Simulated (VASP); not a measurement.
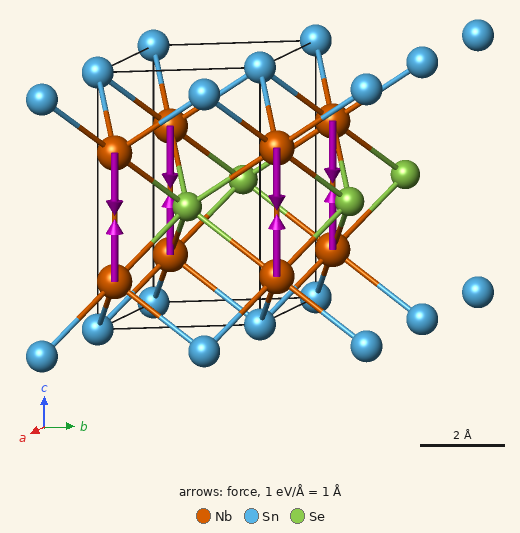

Starting geometry of crystalline Nb₂SnSe (a generated structure, set up in P-6m2) with the computed forces as purple arrows. The picture is a ball-and-stick view of the cell of the calculation, repeated 2 × 2 × 1 with one cell outlined, seen slightly off an axis.

The run lets cell and atoms move.

Method: VASP 6.6.1, Kohn-Sham DFT of a periodic cell, PBE, VASP PAW PBE potentials, recommended.

Input
```
PREC = Normal ; ENCUT = 520
EDIFF = 1E-4 ; ISMEAR = 0
SIGMA = 0.15 ; LREAL = False
LASPH = True ; NELM = 60
ALGO = Fast ; ISIF = 3
LWAVE = False ; LCHARG = False
GGA = PE ; IBRION = 2
NSW = 24 ; EDIFFG = -0.08
```

Command:
```bash
cat potpaw_PBE.64/Nb_sv/POTCAR potpaw_PBE.64/Sn_d/POTCAR potpaw_PBE.64/Se/POTCAR > POTCAR
mpirun -np 1 vasp_std > vasp.out
```

Is this structure relaxed? If not, where do the atoms go?

It isn't relaxed: the largest force vector, on Nb atoms, is 1.53 eV/Å. The atoms end up moving mostly along the starting forces (cosine between the two patterns 1.00). After 12 geometry steps the energy has fallen by 1.288 eV per cell of the calculation. The largest force component goes from 1.5 to 0.053 eV/Å. The pressure goes from −0.40 to 0.03 GPa. The largest moves relative to the cell, 0.20 Å, are those of Nb atoms. Se and Sn stay in place. Cell: a = b 3.950 → 3.380 Å (−14.4 %), c 6.250 → 7.790 Å (+24.6 %). Volume −8.7 %. Near-neighbour distances that change, for instance: Nb–Nb 3.125 → 4.297 Å, Nb–Nb 3.125 → 3.494 Å, Nb–Se 2.764 → 2.619 Å, Nb–Sn 2.764 → 2.902 Å. Among the angles between lasting bonds that change: Nb–Sn–Nb 68.8° → 95.5°, Nb–Sn–Nb 91.2° → 71.2°, Sn–Nb–Sn 91.2° → 71.2°. The space group stays P-6m2 (No. 187). It ran on 1 thread of Intel(R) Xeon(R) Platinum 8488C (Sapphire Rapids), on a shared host.
